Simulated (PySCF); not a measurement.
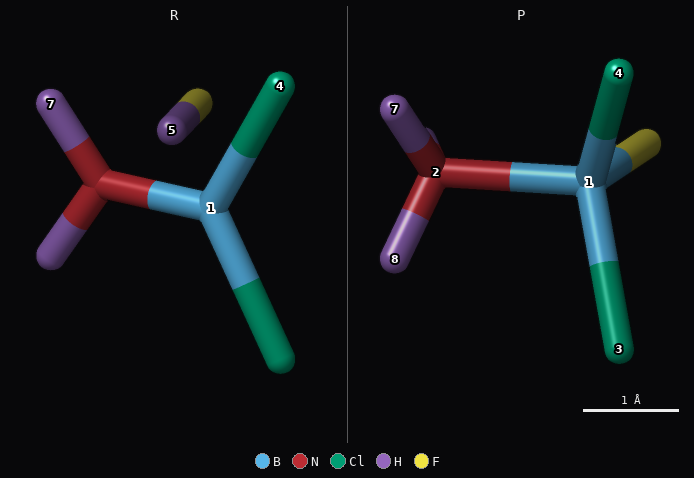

Reactant (R) and product (P) of one elementary step of BNH₃Cl₂F. Style: stick. Shown at a tilt.

Stationary points at PBE0-D4/def2-TZVP, single-point energies with wB97M-V, CCSD(T), CCSD(T)/CBS, B3LYP-D4, BHLYP-D4, SPW92 (LDA) (def2-TZVPP where no basis is named; PySCF 2.14.0). The energies are electronic, without zero-point or thermal terms, and both ends are the relaxed geometries reached downhill from the saddle, with any fragments still in contact. CCSD(T)/CBS stands for a frozen-core estimate: MP2 correlation extrapolated from def2-TZVPP and def2-QZVPP, CCSD(T) minus MP2 from the smaller set.

Question: Predict the saddle point between them and the barrier.

Answer: Counted by bonded pieces, R holds BH₂NCl₂ + HF and P holds BH₃NCl₂F. From R over the saddle to P, bonds form: B–F (3.42 → 1.80 → 1.36 Å), H–N (1.88 → 1.39 → 1.02 Å). A bond breaks: F–H (0.94 → 1.08 → 2.36 Å). The saddle has one imaginary mode, 799i cm⁻¹. The end P keeps a soft imaginary mode of 179i cm⁻¹, so it isn't quite a minimum. With wB97M-V the barrier is 16.6 kcal/mol from R and 39.0 kcal/mol from P, and P lies 22.3 kcal/mol below R.

```csv
level,barrier from R (kcal/mol),barrier from P (kcal/mol),P less R (kcal/mol)
wB97M-V,16.6,39.0,−22.3
CCSD(T),19.0,40.1,−21.1
CCSD(T)/CBS,19.3,40.7,−21.3
B3LYP-D4,19.4,38.9,−19.5
BHLYP-D4,21.6,43.4,−21.8
SPW92 (LDA),7.6,32.2,−24.6
```

Against CCSD(T)/CBS, B3LYP-D4 comes closest on the barrier from R (+0.1 kcal/mol) and SPW92 (LDA) misses most (−11.7 kcal/mol).

The saddle point in the same view, with dashed sticks for the bonds that form or break:

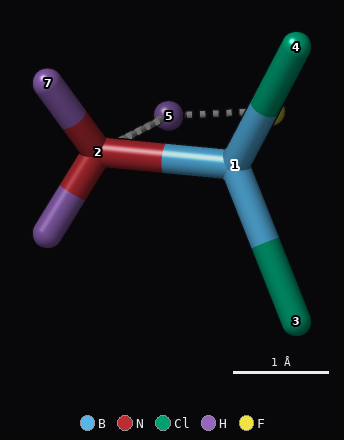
